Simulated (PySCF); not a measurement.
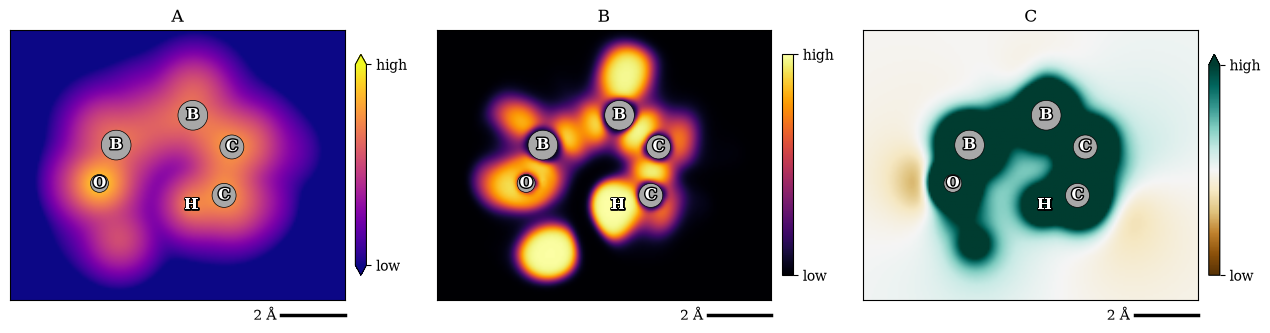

C$_{5}$H$_{12}$B$_{2}$O$_{2}$ (SMILES COBCBC1COC1): 3 fields on the plane of atoms B5, C6 and C7, with unlabelled colour scales. Grey discs cover the atomic cores.

Geometry: GFN2-xTB.

All numbers below come from PBE0/pcSseg-1, SCF density, gas phase, non-relativistic in PySCF 2.14.0.

Question: Match the panels to the quantities (electron density, electron localisation function and electrostatic potential).

Answer: Panel A: electron density. Panel B: electron localisation function. Panel C: electrostatic potential (strongly positive close to the atoms, with negative regions outside electron-rich atoms). From the grid: B–O (1.32 Å): ρ at the midpoint is about 2.3 e/Å³; the ELF peaks at about 0.90 between the atoms (a polar covalent bond). C–C (1.54 Å): ρ is about 1.6 e/Å³ halfway; the ELF peaks at about 0.95 between the atoms; a shared electron pair.
